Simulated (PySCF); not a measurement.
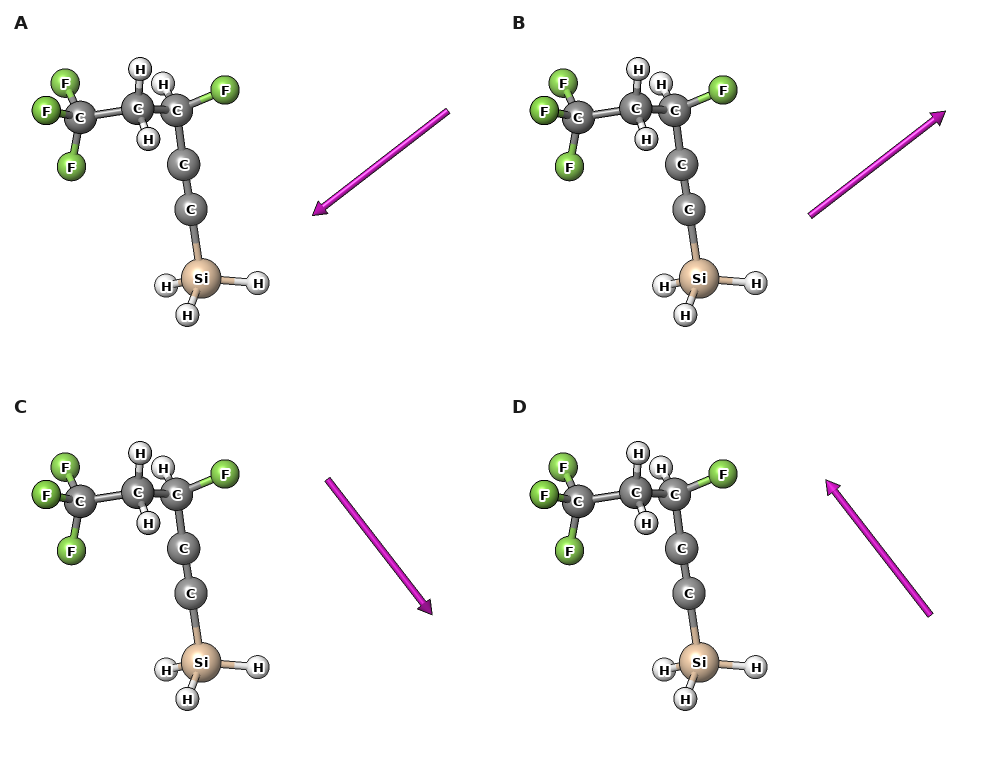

The same molecule four times, each with an arrow. The geometry was computed by an optimisation with GFN2-xTB. No frequency run is at hand to confirm it as a minimum. Method: PBE0/pcSseg-1, gas phase (PySCF 2.14.0).

Question: Which arrow points along the dipole moment, from the negative to the positive end?

Answer: C. The dipole moment is 0.80 D.

The geometry is semi-empirical. Around Si such bond lengths and angles can be off by a tenth of an ångström or more and by several degrees, and values that hang on the shape move with them.
